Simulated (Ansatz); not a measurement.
**AlGeF (triplet): from Hartree-Fock to the top rungs at distance Al2–Ge3 = 1.963 Å, cc-pVDZ**

Aim: climb from Hartree-Fock through coupled cluster and multireference methods for AlGeF (triplet) at one geometry and basis, and see what each rung misses.

Method: cc-pVDZ, core rule «outside noble gas», up to 20 orbitals frozen; program: Ansatz 0.2.0, Gaussian basis.

Plan: UHF; CCSD(T) on ROHF; CCSD(T) on UHF; BCCD(T) on ROHF; CISD; CCSDT(Q) on ROHF; CCSDT(Q) on UHF; CASSCF and MRCISD+Q, 4 electrons in 4 orbitals; CASSCF and NEVPT2, 4 electrons in 4 orbitals.

36 further runs of the same task are left out: 11 for a known fault of the program, 18 that didn't finish, 7 set aside as unsound or not needed.

### 1 The system

The geometry derives from a PBE0/def2-TZVP stationary point (not a proven minimum). One bond is set to the value named and the two fragments are kept rigid. No spin-orbit coupling is included. The filled d shell of Ge may be among the frozen orbitals whatever the setting's name suggests; the logs give the count.

3 atoms, charge 0, spin multiplicity 3.

Atoms are counted from 1 here; the program's logs count them from 0.

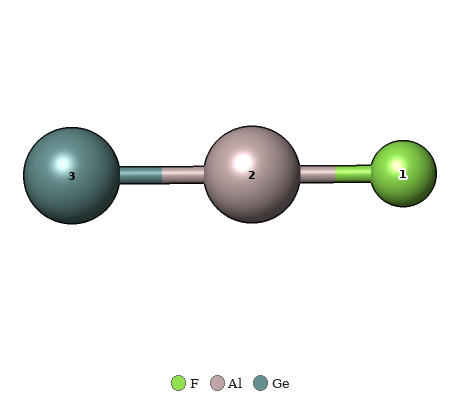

The structure; fluorine green, aluminium light grey, germanium teal; atoms are numbered from 1 in the order of the file.

Coordinates:

```xyz
3
charge 0, multiplicity 3
F     0.0000    0.0000   -1.7531
Al    0.0000    0.0000   -0.1049
Ge    0.0000    0.0000    1.8581
```

In the tables R marks a restricted open-shell determinant and U an unrestricted one; 'pair' is the active space of 4 electrons in 4 orbitals; energies count from the table's Hartree-Fock row.

### 2 UHF

File in.yaml:

```yaml
crystal:
  periodic: [false, false, false]
  atoms:
    - {symbol: F, position_ang: [0.000000, 0.000000, -1.753133]}
    - {symbol: Al, position_ang: [0.000000, 0.000000, -0.104933]}
    - {symbol: Ge, position_ang: [0.000000, 0.000000, 1.858067]}
basis:
  gaussian: {orbitals: cc-pVDZ}
magnetization: {spin_polarized: true, initial_magnetization: 2}
hamiltonian: {xc: hf}
output: {orbitals: {seedname: orbitals}}
```

On the command line:

```
> ansatz run in.yaml --threads 1 --pin off --events-out ev --progress --plain --max-ram 2393MiB
```

The log of the run:

```text
Functional definition: HF
  name "HF"
  cite "Fock, Z. Phys. 61, 126 (1930) doi:10.1007/BF01340294"
  parent pbe
  exchange = exact_x
  correlation = 0
638 factors; integrals over basis functions are off by at most 9.8e-4 eV
mean field evaluation 1: about -65758.9629 eV, gradient 2.0e1 eV
mean field evaluation 2: about -65758.9699 eV, gradient 2.0e1 eV
mean field evaluation 4: about -65760.9301 eV, gradient 1.8e0 eV
mean field evaluation 8: about -65761.0049 eV, gradient 1.5e-1 eV
mean field evaluation 16: about -65760.6314 eV, gradient 1.4e0 eV
mean field evaluation 32: about -65760.9194 eV, gradient 1.8e0 eV
mean field -65761.00593633 eV, -2416.6723937493 hartree, gradient 2.3e-5 eV, S^2 2.018333; 0 other end points of the search recorded, 0 dependent functions left out
reference -65761.00593633 eV, -2416.6723937493 hartree; 28, 26 occupied and 31, 33 virtual orbitals, 638 factors
Total energy: -65761.00593633 eV, -2416.6723937493 hartree
```

Run time: 1.8 s. Hardware: 1 thread of Intel Xeon Platinum 8488C, shared host.

From the report: ⟨S²⟩ of the determinant 2.018 (pure triplet: 2.00).

### 3 CCSD(T) on ROHF

Edit in.yaml of step 2 so:

```diff
@@ -8,4 +8,4 @@
   gaussian: {orbitals: cc-pVDZ}
-magnetization: {spin_polarized: true, initial_magnetization: 2}
-hamiltonian: {xc: hf}
-output: {orbitals: {seedname: orbitals}}
+magnetization: {spin_polarized: false, initial_magnetization: 2}
+correlation: {method: ccsd_t, electrons: outside_noble_gas}
+output: {forces: true}
```

The command is unchanged.

The log of the run, shortened:

```text
Functional definition: HF
  name "HF"
  cite "Fock, Z. Phys. 61, 126 (1930) doi:10.1007/BF01340294"
  parent pbe
[...]
638 factors; integrals over basis functions are off by at most 9.8e-4 eV
[...]
mean field -65760.91917780 eV, -2416.6692054322 hartree, gradient 2.1e-6 eV, S^2 2.000000; 3 other end points of the search recorded, 0 dependent functions left out
determinant -65760.91917780 eV, -2416.6692054322 hartree, with singles and doubles -65769.39915635 eV, -2416.9808388958 hartree
determinant -65759.60951745 eV, -2416.6210763020 hartree, with singles and doubles -65768.04332495 eV, -2416.9310130109 hartree
20 core orbitals not correlated: weight in the atoms' cores, before any rotation towards them, 0.999 or more for the frozen orbitals, at most 0.000 for the correlated occupied ones
reference -65760.91917780 eV, -2416.6692054322 hartree; 8, 6 occupied and 31, 33 virtual orbitals, 638 factors
second order -7.89710119 eV of doubles, -0.04345869 eV of singles
cycle   1  -8.48001480 eV  change   -3.6e-5 eV  update   9.6e-4
[...]
cycle  10  -8.47998899 eV  change   -5.3e-7 eV  update   4.9e-7
perturbative correction -0.20515345 eV, -0.0075392501 hartree
[...]
Total energy: -65769.60432024 eV, -2416.9883785297 hartree
Atom 0 at     0.000000     0.000000    -1.753133 Å, force     0.000000     0.000000    -1.681029 eV/Å
Atom 1 at     0.000000     0.000000    -0.104933 Å, force    -0.000000    -0.000000    -8.646357 eV/Å
Atom 2 at     0.000000     0.000000     1.858067 Å, force    -0.000000    -0.000000    10.327387 eV/Å
Dipole moment:     0.000000     0.000000    -0.043055 e Å
```

It took 10 s on 1 thread of Intel Xeon Platinum 8488C, shared host.

From the report: correlation -8.6851 eV; T1 0.020; largest double amplitude 0.05.

### 4 CCSD(T) on UHF

Edit in.yaml of step 3 so:

```diff
@@ -8,3 +8,3 @@
   gaussian: {orbitals: cc-pVDZ}
-magnetization: {spin_polarized: false, initial_magnetization: 2}
+magnetization: {spin_polarized: true, initial_magnetization: 2}
 correlation: {method: ccsd_t, electrons: outside_noble_gas}
```

Same command.

The log of the run, shortened:

```text
Functional definition: HF
  name "HF"
  cite "Fock, Z. Phys. 61, 126 (1930) doi:10.1007/BF01340294"
  parent pbe
[...]
638 factors; integrals over basis functions are off by at most 9.8e-4 eV
[...]
mean field -65761.00593633 eV, -2416.6723937493 hartree, gradient 2.5e-6 eV, S^2 2.018333; 3 other end points of the search recorded, 0 dependent functions left out
determinant -65761.00593633 eV, -2416.6723937493 hartree, with singles and doubles -65769.40420812 eV, -2416.9810245450 hartree
determinant -65759.72596113 eV, -2416.6253555285 hartree, with singles and doubles -65768.05482856 eV, -2416.9314357607 hartree
20 core orbitals not correlated: weight in the atoms' cores, before any rotation towards them, 0.999 or more for the frozen orbitals, at most 0.000 for the correlated occupied ones
reference -65761.00593633 eV, -2416.6723937493 hartree; 8, 6 occupied and 31, 33 virtual orbitals, 638 factors
second order -7.83537004 eV of doubles, -0.00000000 eV of singles
cycle   1  -8.39884861 eV  change   -5.8e-4 eV  update   1.5e-3
[...]
cycle  10  -8.39908922 eV  change   -8.1e-7 eV  update   5.7e-7
perturbative correction -0.20351397 eV, -0.0074790006 hartree
[...]
Total energy: -65769.60853952 eV, -2416.9885335857 hartree
Atom 0 at     0.000000     0.000000    -1.753133 Å, force     0.000000     0.000000    -1.679939 eV/Å
Atom 1 at     0.000000     0.000000    -0.104933 Å, force     0.000000    -0.000000    -8.645175 eV/Å
Atom 2 at     0.000000     0.000000     1.858067 Å, force    -0.000000     0.000000    10.325114 eV/Å
Dipole moment:     0.000000     0.000000    -0.044956 e Å
```

It took 9 s on 1 thread of Intel Xeon Platinum 8488C, shared host.

From the report: ⟨S²⟩ of the determinant 2.018 (pure triplet: 2.00); correlation -8.6026 eV; T1 0.021; largest double amplitude 0.05.

### 5 BCCD(T) on ROHF

Edit in.yaml of step 4 so:

```diff
@@ -8,4 +8,3 @@
   gaussian: {orbitals: cc-pVDZ}
-magnetization: {spin_polarized: true, initial_magnetization: 2}
-correlation: {method: ccsd_t, electrons: outside_noble_gas}
-output: {forces: true}
+magnetization: {spin_polarized: false, initial_magnetization: 2}
+correlation: {method: bccd_t, electrons: outside_noble_gas}
```

The command is unchanged.

The log of the run, shortened:

```text
Functional definition: HF
  name "HF"
  cite "Fock, Z. Phys. 61, 126 (1930) doi:10.1007/BF01340294"
  parent pbe
[...]
638 factors; integrals over basis functions are off by at most 9.8e-4 eV
[...]
mean field -65760.91917780 eV, -2416.6692054322 hartree, gradient 2.1e-6 eV, S^2 2.000000; 3 other end points of the search recorded, 0 dependent functions left out
determinant -65760.91917780 eV, -2416.6692054322 hartree, with singles and doubles -65769.39915635 eV, -2416.9808388958 hartree
determinant -65759.60951745 eV, -2416.6210763020 hartree, with singles and doubles -65768.04332495 eV, -2416.9310130109 hartree
20 core orbitals not correlated: weight in the atoms' cores, before any rotation towards them, 0.999 or more for the frozen orbitals, at most 0.000 for the correlated occupied ones
reference -65760.91917780 eV, -2416.6692054322 hartree; 8, 6 occupied and 31, 33 virtual orbitals, 638 factors
second order -7.89710119 eV of doubles, -0.04345869 eV of singles
cycle   1  -8.45834114 eV  change    2.2e-2 eV  update   1.0e-2
[...]
cycle   8  -8.45788718 eV  change    3.2e-6 eV  update   1.5e-5
perturbative correction -0.23114040 eV, -0.0084942530 hartree
Total energy: -65769.60820538 eV, -2416.9885213063 hartree
```

Wall time 8 s (1 thread of Intel Xeon Platinum 8488C, shared host).

From the report: correlation -8.6890 eV; largest double amplitude 0.05.

### 6 CISD

Edit in.yaml of step 5 so:

```diff
@@ -9,2 +9,2 @@
 magnetization: {spin_polarized: false, initial_magnetization: 2}
-correlation: {method: bccd_t, electrons: outside_noble_gas}
+correlation: {active_space: {ras: {orbitals: [6, 2, 31], electrons: 14, max_holes: 2, max_particles: 2}, fixed_orbitals: true}}
```

The command is unchanged.

The log of the run:

```text
Functional definition: HF
  name "HF"
  cite "Fock, Z. Phys. 61, 126 (1930) doi:10.1007/BF01340294"
  parent pbe
  exchange = exact_x
  correlation = 0
638 factors; integrals over basis functions are off by at most 9.8e-4 eV
mean field evaluation 1: about -65758.8767 eV, gradient 2.9e1 eV
mean field evaluation 2: about -65758.8834 eV, gradient 2.9e1 eV
mean field evaluation 4: about -65760.8729 eV, gradient 1.7e0 eV
mean field evaluation 8: about -65760.9192 eV, gradient 1.4e-3 eV
mean field evaluation 16: about -65760.7792 eV, gradient 2.3e0 eV
mean field -65760.91917780 eV, -2416.6692054322 hartree, gradient 2.1e-6 eV, S^2 2.000000; 2 other end points of the search recorded, 0 dependent functions left out
reference -65760.91917780 eV, -2416.6692054322 hartree; 28, 26 occupied and 31, 33 virtual orbitals, 638 factors
state -65768.64959581 eV, -2416.9532930541 hartree
Total energy: -65768.64959581 eV, -2416.9532930541 hartree
```

Run time: 10 s. Hardware: 1 thread of Intel Xeon Platinum 8488C, shared host.

From the report: 76,354 determinants.

### 7 CCSDT(Q) on ROHF

Edit in.yaml of step 6 so:

```diff
@@ -9,2 +9,2 @@
 magnetization: {spin_polarized: false, initial_magnetization: 2}
-correlation: {active_space: {ras: {orbitals: [6, 2, 31], electrons: 14, max_holes: 2, max_particles: 2}, fixed_orbitals: true}}
+correlation: {method: ccsdt_q, electrons: outside_noble_gas}
```

The command is unchanged.

The log of the run, shortened:

```text
Functional definition: HF
  name "HF"
  cite "Fock, Z. Phys. 61, 126 (1930) doi:10.1007/BF01340294"
  parent pbe
[...]
1085 factors; integrals over basis functions are off by at most 1.3e-7 eV
[...]
mean field -65760.91935958 eV, -2416.6692121126 hartree, gradient 3.0e-6 eV, S^2 2.000000; 3 other end points of the search recorded, 0 dependent functions left out
[...]
determinant -65760.91935958 eV, -2416.6692121126 hartree, with singles and doubles -65769.39935465 eV, -2416.9808461834 hartree
determinant -65759.60970390 eV, -2416.6210831540 hartree, with singles and doubles -65768.04352659 eV, -2416.9310204213 hartree
20 core orbitals not correlated: weight in the atoms' cores, before any rotation towards them, 0.999 or more for the frozen orbitals, at most 0.000 for the correlated occupied ones
reference -65760.91935958 eV, -2416.6692121126 hartree; 8, 6 occupied and 31, 33 virtual orbitals, 1085 factors
second order -7.89712052 eV of doubles, -0.04345827 eV of singles
cycle   1  -8.18251267 eV  change   -2.4e-1 eV  update   9.8e-2
[...]
cycle  19  -8.71401142 eV  change    2.3e-7 eV  update   1.1e-6
perturbative correction -0.01969713 eV, -0.0007238563 hartree
Total energy: -65769.65306813 eV, -2416.9901699818 hartree
```

Wall time 48 s (1 thread of Intel Xeon Platinum 8488C, shared host); peak memory 0.68 GiB.

From the report: correlation -8.7337 eV; T1 0.021; largest double amplitude 0.06.

### 8 CCSDT(Q) on UHF

Edit in.yaml of step 7 so:

```diff
@@ -8,3 +8,3 @@
   gaussian: {orbitals: cc-pVDZ}
-magnetization: {spin_polarized: false, initial_magnetization: 2}
+magnetization: {spin_polarized: true, initial_magnetization: 2}
 correlation: {method: ccsdt_q, electrons: outside_noble_gas}
```

Launched as before.

The log of the run, shortened:

```text
Functional definition: HF
  name "HF"
  cite "Fock, Z. Phys. 61, 126 (1930) doi:10.1007/BF01340294"
  parent pbe
[...]
1085 factors; integrals over basis functions are off by at most 1.3e-7 eV
[...]
mean field -65761.00611792 eV, -2416.6724004225 hartree, gradient 2.3e-6 eV, S^2 2.018333; 5 other end points of the search recorded, 0 dependent functions left out
determinant -65761.00611792 eV, -2416.6724004225 hartree, with singles and doubles -65769.40440629 eV, -2416.9810318276 hartree
determinant -65759.72614800 eV, -2416.6253623957 hartree, with singles and doubles -65768.05503058 eV, -2416.9314431849 hartree
20 core orbitals not correlated: weight in the atoms' cores, before any rotation towards them, 0.999 or more for the frozen orbitals, at most 0.000 for the correlated occupied ones
reference -65761.00611792 eV, -2416.6724004225 hartree; 8, 6 occupied and 31, 33 virtual orbitals, 1085 factors
second order -7.83538938 eV of doubles, -0.00000000 eV of singles
cycle   1  -8.08115139 eV  change   -2.5e-1 eV  update   9.9e-2
[...]
cycle  19  -8.63228985 eV  change   -7.5e-8 eV  update   1.1e-6
perturbative correction -0.02218551 eV, -0.0008153023 hartree
Total energy: -65769.66059328 eV, -2416.9904465258 hartree
```

Run time: 44 s. Hardware: 1 thread of Intel Xeon Platinum 8488C, shared host; peak memory 0.52 GiB.

From the report: ⟨S²⟩ of the determinant 2.018 (pure triplet: 2.00); correlation -8.6545 eV; T1 0.022; largest double amplitude 0.06.

### 9 CASSCF and MRCISD+Q, 4 electrons in 4 orbitals

Edit in.yaml of step 8 so:

```diff
@@ -8,3 +8,3 @@
   gaussian: {orbitals: cc-pVDZ}
-magnetization: {spin_polarized: true, initial_magnetization: 2}
-correlation: {method: ccsdt_q, electrons: outside_noble_gas}
+magnetization: {spin_polarized: false, initial_magnetization: 2}
+correlation: {method: fic_mrcisd_q, electrons: outside_noble_gas, active_space: {window: {electrons: 4, orbitals: 4}}}
```

The command is unchanged.

The log of the run, shortened:

```text
Functional definition: HF
  name "HF"
  cite "Fock, Z. Phys. 61, 126 (1930) doi:10.1007/BF01340294"
  parent pbe
[...]
638 factors; integrals over basis functions are off by at most 9.8e-4 eV
[...]
mean field -65760.91917780 eV, -2416.6692054322 hartree, gradient 2.1e-6 eV, S^2 2.000000; 2 other end points of the search recorded, 0 dependent functions left out
reference -65760.91917780 eV, -2416.6692054322 hartree; 28, 26 occupied and 31, 33 virtual orbitals, 638 factors
state -65761.34134231 eV, -2416.6847196919 hartree
contracted CI cycle   1: correlation 0.00000000 eV, 0.0000000000 hartree, residual 3.04e1 eV
contracted CI cycle   2: correlation -7.06676677 eV, -0.2596988888 hartree, residual 5.09e0 eV
contracted CI cycle   3: correlation -7.32853597 eV, -0.2693187295 hartree, residual 1.49e0 eV
[...]
contracted CI cycle   3: correlation -7.51083765 eV, -0.2760181926 hartree, residual 1.31e0 eV
contracted CI cycle   4: correlation -7.53265702 eV, -0.2768200398 hartree, residual 3.54e-1 eV
contracted CI cycle   5: correlation -7.53475206 eV, -0.2768970311 hartree, residual 1.10e-1 eV
contracted CI cycle   6: correlation -7.53493140 eV, -0.2769036215 hartree, residual 3.43e-2 eV
contracted CI cycle   7: correlation -7.53494934 eV, -0.2769042808 hartree, residual 1.10e-2 eV
contracted CI cycle   8: correlation -7.53495111 eV, -0.2769043460 hartree, residual 3.11e-3 eV
contracted CI cycle   9: correlation -7.53495128 eV, -0.2769043521 hartree, residual 1.20e-3 eV
contracted CI cycle  10: correlation -7.53495130 eV, -0.2769043529 hartree, residual 3.62e-4 eV
state -65761.16352410 eV, -2416.6781849932 hartree; corrected -65769.44941918 eV, -2416.9826860208 hartree
state -65761.34134231 eV, -2416.6847196919 hartree; corrected -65769.46714281 eV, -2416.9833373522 hartree
[...]
Total energy: -65769.46714281 eV, -2416.9833373522 hartree
```

Wall time 15 s (1 thread of Intel Xeon Platinum 8488C, shared host).

From the report: 36 determinants; active occupations 1.99, 1.00, 1.00, 0.01.

### 10 CASSCF and NEVPT2, 4 electrons in 4 orbitals

Edit in.yaml of step 9 so:

```diff
@@ -9,2 +9,2 @@
 magnetization: {spin_polarized: false, initial_magnetization: 2}
-correlation: {method: fic_mrcisd_q, electrons: outside_noble_gas, active_space: {window: {electrons: 4, orbitals: 4}}}
+correlation: {method: sc_nevpt2, electrons: outside_noble_gas, active_space: {window: {electrons: 4, orbitals: 4}}}
```

The command is unchanged.

The log of the run, shortened:

```text
Functional definition: HF
  name "HF"
  cite "Fock, Z. Phys. 61, 126 (1930) doi:10.1007/BF01340294"
  parent pbe
[...]
638 factors; integrals over basis functions are off by at most 9.8e-4 eV
[...]
mean field -65760.91917780 eV, -2416.6692054322 hartree, gradient 2.1e-6 eV, S^2 2.000000; 2 other end points of the search recorded, 0 dependent functions left out
reference -65760.91917780 eV, -2416.6692054322 hartree; 28, 26 occupied and 31, 33 virtual orbitals, 638 factors
state -65761.34134231 eV, -2416.6847196919 hartree
state -65761.34134231 eV, -2416.6847196919 hartree; corrected -65768.71865562 eV, -2416.9558309554 hartree
state -65761.16352410 eV, -2416.6781849932 hartree
state -65761.16352410 eV, -2416.6781849932 hartree; corrected -65768.79807669 eV, -2416.9587496257 hartree
state -65761.16352410 eV, -2416.6781849932 hartree; corrected -65768.79807669 eV, -2416.9587496257 hartree
WARN: the results are in doubt because another end's mean lies 0.178 eV lower, and its corrected mean 0.079 eV higher
Total energy: -65768.79807669 eV, -2416.9587496257 hartree
In doubt: another end's mean lies 0.178 eV lower, and its corrected mean 0.079 eV higher
```

Wall time 15 s (1 thread of Intel Xeon Platinum 8488C, shared host).

From the report: 36 determinants; active occupations 1.98, 1.00, 1.00, 0.02. The program marks this result as in doubt; its last lines say why.

### 11 The ladder

The yardstick is UCCSDT(Q), where the cluster series has nearly closed. Rows without a time come out of other runs: HF, MP2 and CCSD of CCSD(T), CCSDT of CCSDT(Q), CASSCF and MRCISD of the multireference runs. The times of RCCSD(T), UCCSD(T) include forces.

Differences are taken before rounding.

| method | energy from the lowest RHF (kcal/mol) | from UCCSDT(Q) (kcal/mol) | time |
| --- | --- | --- | --- |
| RHF | 0.00 | +201.58 |  |
| UHF | -2.00 | +199.58 |  |
| RMP2 | -183.11 | +18.47 |  |
| UMP2 | -182.69 | +18.89 |  |
| CISD | -178.27 | +23.31 | 10 s |
| RCCSD | -195.55 | +6.03 |  |
| UCCSD | -195.69 | +5.89 |  |
| RCCSD(T) | -200.28 | +1.30 | 10 s |
| UCCSD(T) | -200.38 | +1.20 | 9 s |
| BCCD(T) | -200.37 | +1.21 | 8 s |
| RCCSDT | -200.95 | +0.63 |  |
| UCCSDT | -201.07 | +0.51 |  |
| RCCSDT(Q) | -201.41 | +0.17 | 48 s |
| UCCSDT(Q) | -201.58 | 0 | 44 s |
| CASSCF pair | -9.74 | +191.85 |  |
| MRCISD pair | -179.60 | +21.98 |  |
| MRCISD+Q pair | -197.12 | +4.46 | 15 s |

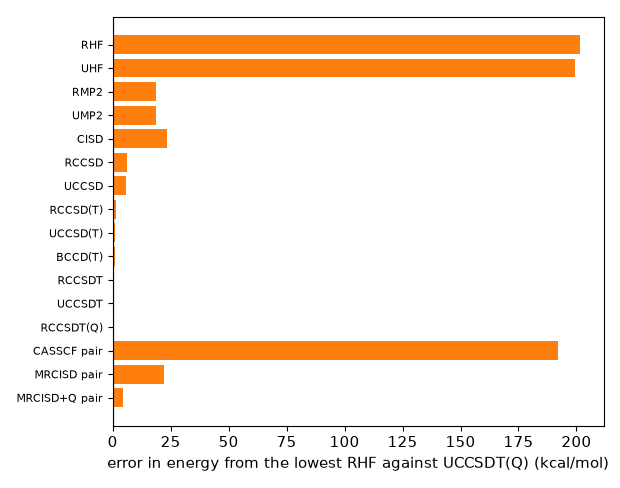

Error of each method against UCCSDT(Q).

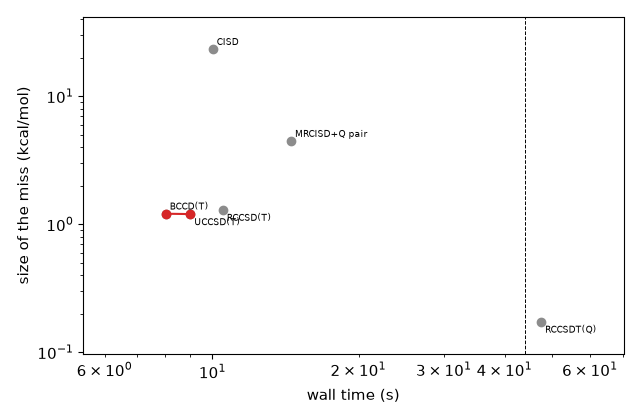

Accuracy for the time spent; red marks the levels that beat every quicker one drawn (of those quicker than the yardstick), and the dashed line is the time of UCCSDT(Q). Times are from a shared host.

Not comparable, so not listed: CASSCF and NEVPT2, 4 electrons in 4 orbitals (they don't share determinant, frozen orbitals or solution with the rows shown, or repeat one).

### 12 Results

| quantity | value |
| --- | --- |
| UCCSDT(Q) below the RHF energy | -8.7414 eV |
| RMP2 from UCCSDT(Q) | +18.47 kcal/mol |
| UMP2 from UCCSDT(Q) | +18.89 kcal/mol |
| RCCSD from UCCSDT(Q) | +6.03 kcal/mol |
| RCCSD(T) from UCCSDT(Q) | +1.30 kcal/mol |
| UCCSD(T) from UCCSDT(Q) | +1.20 kcal/mol |
| RCCSDT(Q) from UCCSDT(Q) | +0.17 kcal/mol |
| MRCISD+Q pair from UCCSDT(Q) | +4.46 kcal/mol |
| levels within 1 kcal/mol (43 meV) | RCCSDT, UCCSDT, RCCSDT(Q) |
| T1 diagnostic | 0.020 |

What this shows: RCCSD(T) misses by +1.30 kcal/mol, 0.6 % of the correlation energy. These misses are within one basis, not against nature; the frozen cores of restricted and unrestricted runs differ, which can shift their rows.

For cost: UCCSD(T) gets within 1.20 kcal/mol in 9 s, where UCCSDT(Q) took 44 s; the quickest level in the cost chart, BCCD(T), takes 8 s and misses by 1.21 kcal/mol.
